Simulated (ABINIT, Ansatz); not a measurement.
# Quasiparticle gap of BaMg2Sb2 (P-3m1) in ABINIT, part 2 of 3

Wanted: ground state, empty states, screening and self-energy for BaMg2Sb2 (P-3m1).

ABINIT 10.8.3; LDA and many-body steps on it, plane waves. Known limits of the many-body steps: not at the basis limit; no spin-orbit coupling; coarse k mesh.

So far. Step 2 (Ground state): The gap is indirect, with the least direct gap 0.64 eV higher.

## 3. Bands along the symmetry lines

Level of this step: DFT, LDA, plane waves, norm-conserving pseudopotentials (ABINIT).

Levels along a band path, at the cheap level, show where the edges lie and whether the meshes to come will hold them.

The input, run.abi:

```
acell 3*1.0 Angstrom
rprim 
  4.770000000028 -0.000000000006 0.000000000000
  -2.385000000008 4.130941176079 0.000000000000
  0.000000000000 0.000000000000 8.100000000000
ntypat 3
znucl 56 12 51
natom 5
typat 1 2 2 3 3
xred 
  0.000000000000 0.000000000000 0.000000000000
  0.333333333333 0.666666666667 0.624700000000
  0.666666666667 0.333333333333 0.375300000000
  0.333333333333 0.666666666667 0.268000000000
  0.666666666667 0.333333333333 0.732000000000
pp_dirpath "pseudos"
pseudos "Ba.upf, Mg.upf, Sb.upf"
ecut 40
iscf -2
irdden 1
kptopt 0
nkpt 75
kpt 
  0.00000000 0.00000000 0.00000000
  0.06250000 0.00000000 0.00000000
  0.12500000 0.00000000 0.00000000
  0.18750000 0.00000000 0.00000000
  0.25000000 0.00000000 0.00000000
  0.31250000 0.00000000 0.00000000
  0.37500000 0.00000000 0.00000000
  0.43750000 0.00000000 0.00000000
  0.50000000 0.00000000 0.00000000
  0.47916667 0.04166667 0.00000000
  0.45833333 0.08333333 0.00000000
  0.43750000 0.12500000 0.00000000
  0.41666666 0.16666666 0.00000000
  0.39583333 0.20833333 0.00000000
  0.37500000 0.25000000 0.00000000
  0.35416666 0.29166666 0.00000000
  0.33333333 0.33333333 0.00000000
  0.29166666 0.29166666 0.00000000
  0.25000000 0.25000000 0.00000000
  0.20833333 0.20833333 0.00000000
  0.16666666 0.16666666 0.00000000
  0.12500000 0.12500000 0.00000000
  0.08333333 0.08333333 0.00000000
  0.04166667 0.04166667 0.00000000
  0.00000000 0.00000000 0.00000000
  0.00000000 0.00000000 0.06250000
  0.00000000 0.00000000 0.12500000
  0.00000000 0.00000000 0.18750000
  0.00000000 0.00000000 0.25000000
  0.00000000 0.00000000 0.31250000
  0.00000000 0.00000000 0.37500000
  0.00000000 0.00000000 0.43750000
  0.00000000 0.00000000 0.50000000
  0.06250000 0.00000000 0.50000000
  0.12500000 0.00000000 0.50000000
  0.18750000 0.00000000 0.50000000
  0.25000000 0.00000000 0.50000000
  0.31250000 0.00000000 0.50000000
  0.37500000 0.00000000 0.50000000
  0.43750000 0.00000000 0.50000000
  0.50000000 0.00000000 0.50000000
  0.47916667 0.04166667 0.50000000
  0.45833333 0.08333333 0.50000000
  0.43750000 0.12500000 0.50000000
  0.41666666 0.16666666 0.50000000
  0.39583333 0.20833333 0.50000000
  0.37500000 0.25000000 0.50000000
  0.35416666 0.29166666 0.50000000
  0.33333333 0.33333333 0.50000000
  0.29166666 0.29166666 0.50000000
  0.25000000 0.25000000 0.50000000
  0.20833333 0.20833333 0.50000000
  0.16666666 0.16666666 0.50000000
  0.12500000 0.12500000 0.50000000
  0.08333333 0.08333333 0.50000000
  0.04166667 0.04166667 0.50000000
  0.00000000 0.00000000 0.50000000
  0.50000000 0.00000000 0.50000000
  0.50000000 0.00000000 0.43750000
  0.50000000 0.00000000 0.37500000
  0.50000000 0.00000000 0.31250000
  0.50000000 0.00000000 0.25000000
  0.50000000 0.00000000 0.18750000
  0.50000000 0.00000000 0.12500000
  0.50000000 0.00000000 0.06250000
  0.50000000 0.00000000 0.00000000
  0.33333333 0.33333333 0.50000000
  0.33333333 0.33333333 0.43750000
  0.33333333 0.33333333 0.37500000
  0.33333333 0.33333333 0.31250000
  0.33333333 0.33333333 0.25000000
  0.33333333 0.33333333 0.18750000
  0.33333333 0.33333333 0.12500000
  0.33333333 0.33333333 0.06250000
  0.33333333 0.33333333 0.00000000
istwfk *1
nband 45
nbdbuf 2
tolwfr 1e-08
nstep 40
prtwf 0
prtvol 0
indata_prefix "in"
outdata_prefix "out"
tmpdata_prefix "tmp"
```

On the command line:

```
$ OMP_NUM_THREADS=1 mpirun -n 4 abinit run.abi > log
```

Numbers of over 12 decimals in the logs are rounded to 6 here.

The program printed:

```text
.Version 10.8.3 of ABINIT. v10.8.2 released Aug 2026.

 Symmetries : space group P-3 m 1 (#164); Bravais hP (primitive hexag.)
[... echo of the input left out ...]
== DATASET  1 ==================================================================
-   mpi_nproc: 4, omp_nthreads: 1 (-1 if OMP is not activated)

--- !DatasetInfo
iteration_state: {dtset: 1, }
dimensions: {natom: 5, nkpt: 75, mband: 45, nsppol: 1, nspinor: 1, nspden: 1, mpw: 13062, }
cutoff_energies: {ecut:  40.0, pawecutdg:  -1.0, }
electrons: {nelect:   7.60000000E+01, charge:   0.00000000E+00, occopt:   1.00000000E+00, tsmear:   1.00000000E-02, }

 Real(R)+Recip(G) space primitive vectors, cartesian coordinates (Bohr,Bohr^-1):
 R(1)=  9.0139936  0.0000000  0.0000000  G(1)=  0.1109386  0.0640504  0.0000000
 R(2)= -4.5069968  7.8063475  0.0000000  G(2)=  0.0000000  0.1281009  0.0000000
 R(3)=  0.0000000  0.0000000 15.3067816  G(3)=  0.0000000  0.0000000  0.0653305
 Unit cell volume ucvol=  1.0770826E+03 bohr^3
 Angles (23,13,12)=  9.00000000E+01  9.00000000E+01  1.20000000E+02 degrees

 getcut: wavevector=  0.0000  0.0000  0.0000  ngfft=  54  54  90
         ecut(hartree)=     40.000   => boxcut(ratio)=   2.06521

--- Pseudopotential description ------------------------------------------------
- Ba Generated using ONCVPSP code by D. R. Hamann
- 56.00000  10.00000  180309                  znucl, zion, pspdat
12 -1012 2 -1 1912                            pspcod,pspxc,lmax,lloc,mmax
     nproj     2     2     2
  pspatm : epsatm=   25.95172157
         --- l  ekb(1:nproj) -->
             0    6.668455    0.685657
             1    5.046948    0.410312
             2    2.551809    0.419281
 pspatm: atomic psp has been read  and splines computed

- Mg Generated using ONCVPSP code by D. R. Hamann
- 12.00000  10.00000  180309                  znucl, zion, pspdat
12 -1012 1 -1 1510                            pspcod,pspxc,lmax,lloc,mmax
     nproj     2     2     0
  pspatm : epsatm=    9.23542517
         --- l  ekb(1:nproj) -->
[...]
pspatm: atomic psp has been read  and splines computed

- Sb Generated using ONCVPSP code by D. R. Hamann
- 51.00000  23.00000  180309                  znucl, zion, pspdat
12 -1012 2 -1 1416                            pspcod,pspxc,lmax,lloc,mmax
     nproj     2     2     2
  pspatm : epsatm=   28.31692806
         --- l  ekb(1:nproj) -->
[...]
pspatm: atomic psp has been read  and splines computed

--------------------------------------------------------------------------------

================================================================================
 prteigrs : about to open file out_EIG
 Non-SCF case, kpt    1 (  0.00000  0.00000  0.00000), residuals and eigenvalues=
  4.56E-09  3.67E-09  3.90E-09  5.59E-09  3.33E-09  9.67E-09  1.98E-09  2.62E-09
  2.80E-09  1.58E-09  9.75E-09  2.95E-09  4.70E-09  9.29E-09  1.72E-09  3.05E-09
[...]
Non-SCF case, kpt   75 (  0.33333  0.33333  0.00000), residuals and eigenvalues=
[...]
-1.2353E-01 -1.2353E-01  6.2111E-02  6.2111E-02  8.0232E-02  1.3389E-01
  1.3389E-01  1.3595E-01  2.7929E-01  2.9339E-01  2.9339E-01  3.0134E-01
[...]
--- !ResultsGS
iteration_state: {dtset: 1, }
comment   : Summary of ground state results
lattice_vectors:
- [  9.0139936,  -0.0000000,   0.0000000, ]
- [ -4.5069968,   7.8063475,   0.0000000, ]
- [  0.0000000,   0.0000000,  15.3067816, ]
lattice_lengths: [   9.01399,    9.01399,   15.30678, ]
lattice_angles: [ 90.000,  90.000, 120.000, ] # degrees, (23, 13, 12)
lattice_volume:   1.0770826E+03
convergence: {deltae:  0.000E+00, res2:  0.000E+00, residm:  9.999E-09, diffor:  0.000E+00, }
etotal    :  -6.52486106E+02
entropy   :   0.00000000E+00
fermie    :   1.82057405E-01
cartesian_stress_tensor: null
pressure_GPa: null
xred      :
- [  0.0000E+00,   0.0000E+00,   0.0000E+00, Ba]
- [  3.3333E-01,   6.6667E-01,   6.2470E-01, Mg]
- [  6.6667E-01,   3.3333E-01,   3.7530E-01, Mg]
- [  3.3333E-01,   6.6667E-01,   2.6800E-01, Sb]
- [  6.6667E-01,   3.3333E-01,   7.3200E-01, Sb]
cartesian_forces: null
force_length_stats: {min: null, max: null, mean: null, }

 Integrated electronic density in atomic spheres:
 ------------------------------------------------
 Atom  Sphere_radius  Integrated_density
[...]
================================================================================

 ----iterations are completed or convergence reached----

 Mean square residual over all n,k,spin=   46.512E-10; max=  99.986E-10
 reduced coordinates (array xred) for    5 atoms
[...]
0.333333333333      0.666666666667      0.268000000000
       0.666666666667      0.333333333333      0.732000000000

 cartesian coordinates (angstrom) at end:
    1      0.000000     0.000000     0.000000
    2      4e-12     2.753961     5.060070
    3      2.385000     1.376980     3.039930
    4      4e-12     2.753961     2.170800
    5      2.385000     1.376980     5.929200
 length scales=  1.889726125908  1.889726125908  1.889726125908 bohr
              =  1.000000000000  1.000000000000  1.000000000000 angstroms
 prteigrs : about to open file out_EIG
 Eigenvalues (hartree) for nkpt=  75  k points:
 kpt#   1, nband= 45, wtk=  1.00000, kpt=  0.0000  0.0000  0.0000 (reduced coord)
[...]
kpt#   2, nband= 45, wtk=  1.00000, kpt=  0.0625  0.0000  0.0000 (reduced coord)
[...]
kpt#   3, nband= 45, wtk=  1.00000, kpt=  0.1250  0.0000  0.0000 (reduced coord)
[...]
kpt#  74, nband= 45, wtk=  1.00000, kpt=  0.3333  0.3333  0.0625 (reduced coord)
[...]
0.28825    0.30690    0.30690    0.31636    0.39268
 kpt#  75, nband= 45, wtk=  1.00000, kpt=  0.3333  0.3333  0.0000 (reduced coord)
[...]
-0.83080   -0.83079   -0.83034   -0.29681   -0.29681   -0.29302   -0.12353   -0.12353
   0.06211    0.06211    0.08023    0.13389    0.13389    0.13595    0.27929    0.29339
   0.29339    0.30134    0.30134    0.31607    0.39663

== END DATASET(S) ==============================================================
================================================================================

 -outvars: echo values of variables after computation  --------
            nband          45
             nkpt          75
          spgroup         164
 [... the other variables as echoed above ...]

 Calculation completed.
```

Wall time 4.3 min (4 MPI ranks of Intel Xeon Platinum 8488C (Sapphire Rapids), shared host); peak memory 1.1 GiB.

Numbers from this step:

```
gap                        : 0.7837 eV
k of the valence top       : 0, 0, 0
k of the conduction bottom : 0.5, 0, 0
least direct gap           : 1.421 eV
```

The gap is 0.784 eV, as in the run before at this level.

The electronic bands at the labelled points (eV, zero at the top of the highest filled band):

```
    point  band 35  band 36  band 37  band 38  band 39  band 40  band 41  band 42
        Γ    -0.99    -0.04     0.00     0.00     1.42     1.46     2.08     2.64
        M    -1.55    -1.55    -1.32    -1.04     0.78     2.69     3.00     3.80
        K    -2.77    -1.31    -1.31    -1.25     2.65     3.03     3.03     3.25
        Γ    -0.99    -0.04     0.00     0.00     1.42     1.46     2.08     2.64
        A    -0.65    -0.65    -0.53    -0.53     1.35     2.29     2.43     2.43
        L    -1.79    -1.64    -0.59    -0.55     1.01     1.71     2.50     2.94
        H    -2.31    -1.98    -1.29    -1.29     2.04     2.04     3.59     3.67
        A    -0.65    -0.65    -0.53    -0.53     1.35     2.29     2.43     2.43
jump to L    -1.79    -1.64    -0.59    -0.55     1.01     1.71     2.50     2.94
        M    -1.55    -1.55    -1.32    -1.04     0.78     2.69     3.00     3.80
jump to H    -2.31    -1.98    -1.29    -1.29     2.04     2.04     3.59     3.67
        K    -2.77    -1.31    -1.31    -1.25     2.65     3.03     3.03     3.25
```

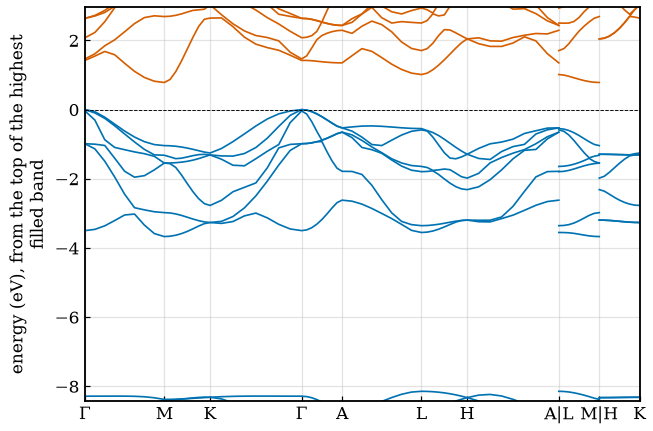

Electronic bands along the path; lines of filled and empty bands in two colours.

## 4. Empty states on the mesh, 3×3×1 mesh, 325 bands

The sums over transitions need many empty states on a uniform mesh; this step solves for them.

The input, run.abi:

```
acell 3*1.0 Angstrom
rprim 
  4.770000000028 -0.000000000006 0.000000000000
  -2.385000000008 4.130941176079 0.000000000000
  0.000000000000 0.000000000000 8.100000000000
ntypat 3
znucl 56 12 51
natom 5
typat 1 2 2 3 3
xred 
  0.000000000000 0.000000000000 0.000000000000
  0.333333333333 0.666666666667 0.624700000000
  0.666666666667 0.333333333333 0.375300000000
  0.333333333333 0.666666666667 0.268000000000
  0.666666666667 0.333333333333 0.732000000000
pp_dirpath "pseudos"
pseudos "Ba.upf, Mg.upf, Sb.upf"
ecut 40
ngkpt 3 3 1
nshiftk 1
shiftk 0 0 0
kptopt 1
chksymbreak 0
iscf -2
irdden 1
istwfk *1
nband 325
nbdbuf 28
tolwfr 1e-09
nstep 60
prtvol 0
indata_prefix "in"
outdata_prefix "out"
tmpdata_prefix "tmp"
```

The program printed:

```text
.Version 10.8.3 of ABINIT. v10.8.2 released Aug 2026.

 Symmetries : space group P-3 m 1 (#164); Bravais hP (primitive hexag.)
[... echo of the input left out ...]
== DATASET  1 ==================================================================
-   mpi_nproc: 4, omp_nthreads: 1 (-1 if OMP is not activated)
-    --> not optimal distribution: autoparal keyword recommended in input file <--

--- !DatasetInfo
iteration_state: {dtset: 1, }
dimensions: {natom: 5, nkpt: 3, mband: 325, nsppol: 1, nspinor: 1, nspden: 1, mpw: 13038, }
cutoff_energies: {ecut:  40.0, pawecutdg:  -1.0, }
electrons: {nelect:   7.60000000E+01, charge:   0.00000000E+00, occopt:   1.00000000E+00, tsmear:   1.00000000E-02, }

 Real(R)+Recip(G) space primitive vectors, cartesian coordinates (Bohr,Bohr^-1):
 R(1)=  9.0139936  0.0000000  0.0000000  G(1)=  0.1109386  0.0640504  0.0000000
 R(2)= -4.5069968  7.8063475  0.0000000  G(2)=  0.0000000  0.1281009  0.0000000
 R(3)=  0.0000000  0.0000000 15.3067816  G(3)=  0.0000000  0.0000000  0.0653305
 Unit cell volume ucvol=  1.0770826E+03 bohr^3
 Angles (23,13,12)=  9.00000000E+01  9.00000000E+01  1.20000000E+02 degrees

 getcut: wavevector=  0.0000  0.0000  0.0000  ngfft=  54  54  90
         ecut(hartree)=     40.000   => boxcut(ratio)=   2.06521

--- Pseudopotential description ------------------------------------------------
- Ba Generated using ONCVPSP code by D. R. Hamann
- 56.00000  10.00000  180309                  znucl, zion, pspdat
12 -1012 2 -1 1912                            pspcod,pspxc,lmax,lloc,mmax
     nproj     2     2     2
  pspatm : epsatm=   25.95172157
         --- l  ekb(1:nproj) -->
             0    6.668455    0.685657
             1    5.046948    0.410312
             2    2.551809    0.419281
 pspatm: atomic psp has been read  and splines computed

- Mg Generated using ONCVPSP code by D. R. Hamann
- 12.00000  10.00000  180309                  znucl, zion, pspdat
12 -1012 1 -1 1510                            pspcod,pspxc,lmax,lloc,mmax
     nproj     2     2     0
  pspatm : epsatm=    9.23542517
         --- l  ekb(1:nproj) -->
[...]
pspatm: atomic psp has been read  and splines computed

- Sb Generated using ONCVPSP code by D. R. Hamann
- 51.00000  23.00000  180309                  znucl, zion, pspdat
12 -1012 2 -1 1416                            pspcod,pspxc,lmax,lloc,mmax
     nproj     2     2     2
  pspatm : epsatm=   28.31692806
         --- l  ekb(1:nproj) -->
[...]
pspatm: atomic psp has been read  and splines computed

--------------------------------------------------------------------------------

================================================================================
 prteigrs : about to open file out_EIG
 Non-SCF case, kpt    1 (  0.00000  0.00000  0.00000), residuals and eigenvalues=
  5.68E-10  4.03E-10  5.84E-10  5.16E-10  5.87E-10  6.09E-10  6.71E-10  7.14E-10
  6.99E-10  4.67E-10  8.17E-10  5.88E-10  9.11E-10  6.40E-10  4.67E-10  4.99E-10
  2.01E-10  3.39E-10  3.65E-10  3.33E-10  3.82E-10  4.02E-10  4.33E-10  2.66E-10
[...]
3.38E-05  2.03E-05  6.26E-05  1.24E-04  4.08E-04
 -5.0544E+00 -5.0544E+00 -3.3312E+00 -3.3312E+00 -3.3312E+00 -3.3312E+00
 -3.3311E+00 -3.3311E+00 -2.5805E+00 -2.5805E+00 -1.3835E+00 -1.3834E+00
 -1.3834E+00 -1.3834E+00 -1.3832E+00 -1.3832E+00 -8.3776E-01 -8.3146E-01
[...]
2.9008E+00  2.9106E+00  2.9106E+00  2.9250E+00  2.9342E+00  2.9342E+00
  2.9488E+00  2.9488E+00  2.9565E+00  2.9622E+00  2.9623E+00  3.0049E+00
  3.0080E+00
 prteigrs : prtvol=0 or 1, do not print more k-points.

--- !ResultsGS
iteration_state: {dtset: 1, }
comment   : Summary of ground state results
lattice_vectors:
- [  9.0139936,  -0.0000000,   0.0000000, ]
- [ -4.5069968,   7.8063475,   0.0000000, ]
- [  0.0000000,   0.0000000,  15.3067816, ]
lattice_lengths: [   9.01399,    9.01399,   15.30678, ]
lattice_angles: [ 90.000,  90.000, 120.000, ] # degrees, (23, 13, 12)
lattice_volume:   1.0770826E+03
convergence: {deltae:  0.000E+00, res2:  0.000E+00, residm:  9.863E-10, diffor:  0.000E+00, }
etotal    :  -6.52486106E+02
entropy   :   0.00000000E+00
fermie    :   1.82057405E-01
cartesian_stress_tensor: null
pressure_GPa: null
xred      :
- [  0.0000E+00,   0.0000E+00,   0.0000E+00, Ba]
- [  3.3333E-01,   6.6667E-01,   6.2470E-01, Mg]
- [  6.6667E-01,   3.3333E-01,   3.7530E-01, Mg]
- [  3.3333E-01,   6.6667E-01,   2.6800E-01, Sb]
- [  6.6667E-01,   3.3333E-01,   7.3200E-01, Sb]
cartesian_forces: null
force_length_stats: {min: null, max: null, mean: null, }

 Integrated electronic density in atomic spheres:
 ------------------------------------------------
 Atom  Sphere_radius  Integrated_density
[...]
================================================================================

 ----iterations are completed or convergence reached----

 Mean square residual over all n,k,spin=   30.278E-11; max=  98.628E-11
 reduced coordinates (array xred) for    5 atoms
[...]
0.333333333333      0.666666666667      0.268000000000
       0.666666666667      0.333333333333      0.732000000000

 cartesian coordinates (angstrom) at end:
    1      0.000000     0.000000     0.000000
    2      4e-12     2.753961     5.060070
    3      2.385000     1.376980     3.039930
    4      4e-12     2.753961     2.170800
    5      2.385000     1.376980     5.929200
 length scales=  1.889726125908  1.889726125908  1.889726125908 bohr
              =  1.000000000000  1.000000000000  1.000000000000 angstroms
 prteigrs : about to open file out_EIG
 Eigenvalues (hartree) for nkpt=   3  k points:
 kpt#   1, nband=325, wtk=  0.11111, kpt=  0.0000  0.0000  0.0000 (reduced coord)
[...]
2.86371    2.86371    2.86701    2.89128    2.89128    2.89537    2.89612    2.89612
   2.90083    2.91058    2.91058    2.92500    2.93420    2.93421    2.94875    2.94878
   2.95653    2.96221    2.96225    3.00493    3.00801
 prteigrs : prtvol=0 or 1, do not print more k-points.

== END DATASET(S) ==============================================================
================================================================================

 -outvars: echo values of variables after computation  --------
            nband         325
             nkpt           3
          spgroup         164
 [... the other variables as echoed above ...]

 Calculation completed.
```

Elapsed: 5 min, on 4 MPI ranks; peak memory 0.63 GiB; 20 min of CPU time.

This step gave:

```
gap                                                           : 1.039 eV
k of the valence top                                          : 0, 0, 0
k of the conduction bottom                                    : 0.3333, 0, 0
least direct gap                                              : 1.421 eV
k points computed                                             : 3
lowest point of the top converged band, above the valence top : 71.9189 eV
```

On this mesh the gap is 1.039 eV. The earlier step found 0.784 eV, so this mesh misses an edge.

(Part 2 of 3 ends here.)

[Paths, hosts, dates, memory and timing lines, banners, echoed tables and standing remarks are left out of the program output.]

[Logs are printed without paths, hosts, clocks, repeated set-up lines and the standing remarks that a program may print on its own settings, such as how far it seeks lower states.]

[Runs of the session that timed out or met a known fault of the program may be left out.]

[Hosts, paths, dates, database ids (printed as entryN), source tags and the programs' standing remarks are cut or masked in the printed files.]

[G0W0 gaps are taken among the corrected bands and points alone; a level outside them can change the order at an edge.]

[Where Ansatz stands beside ABINIT at settings called matched, ABINIT's density can come from a denser mesh and the files from another edition; pairs whose starting gaps differed by over 0.03 eV were left out, so agreement reads better than it is.]
